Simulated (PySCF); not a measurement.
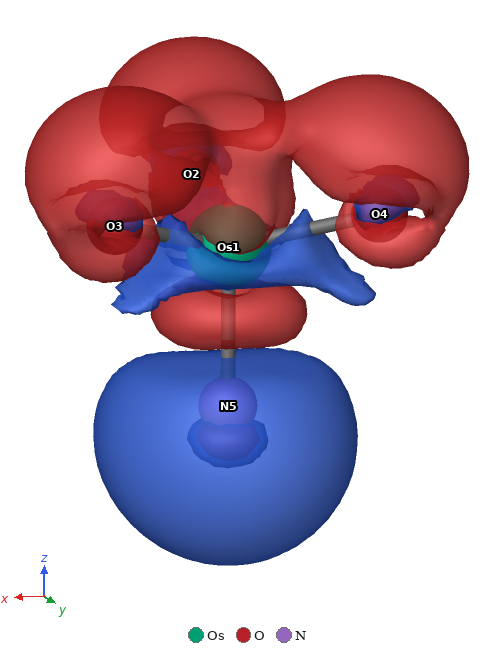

*[OsO3N]- (NO₃Os, charge −1). Change of the electron density in a uniform field of 0.10 V/Å, surfaces at ±0.0006 e/Å³ (blue: gain, red: loss).*

Computed with PySCF, PBE0/def2-SVPD, geometry: GFN2-xTB. Core potentials replace the inner electrons of Os; spin–orbit coupling isn't included. This is a single-reference result, which may miss multireference character in this system. No frequency check shows the geometry to be a minimum. For an anion such functionals hold the outermost electrons too loosely, so the response is rough. GFN2-xTB bond lengths at metals and heavier atoms can be off by up to 0.1 Å and shapes distorted, which carries into these values.

Q: Along which Cartesian direction does the field point?

A: Along +z: electrons gather on the −z side, against the field.

Q: What dipole is induced, and what polarisability does it imply?

A: The induced dipole is 0.31 D (along the field); α along this axis, from the fields in both directions, is 60 bohr³ (8.9 Å³).

Q: Which atoms gain and lose the most charge?

A: Electrons gather most on N5 (Hirshfeld charge changes by −0.015 e) and leave O2, O3 and O4 alike most (+0.004 e); 0.024 electrons are displaced in all.
